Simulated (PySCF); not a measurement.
Molecule: SMILES [BiH2][OH]. Atoms near the plane z = 1.2 Å, at the B3LYP/def2-SVP optimised geometry (x, y, z in Å): Bi1 (-0.8, -1.3, 0.0), H2 (1.0, -1.3, 0.0), H3 (-0.7, -1.5, 1.8), O4 (-1.0, 0.8, 0.0), H5 (-0.4, 1.3, 0.6).

Method: B3LYP/def2-TZVP, def2 effective core potentials past Kr in PySCF. The core electrons that the potentials of Bi replace are not part of the density. The values are rescaled to run from 0 to 1.

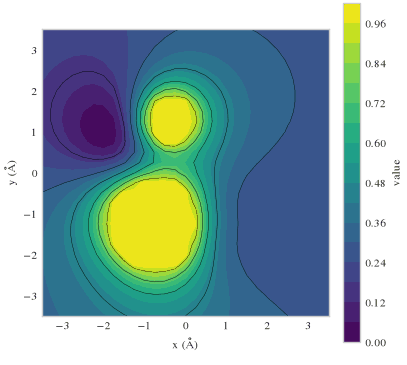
a field on the plane z = 1.2 Å.

Q: Which quantity is mapped?
(A) electrostatic potential
(B) deformation density (molecule minus spherical neutral atoms)
(C) an orbital amplitude
(D) Laplacian of the electron density

A: A, electrostatic potential. In full: electrostatic potential (hartree/e), clipped to [-0.08, 0.12].
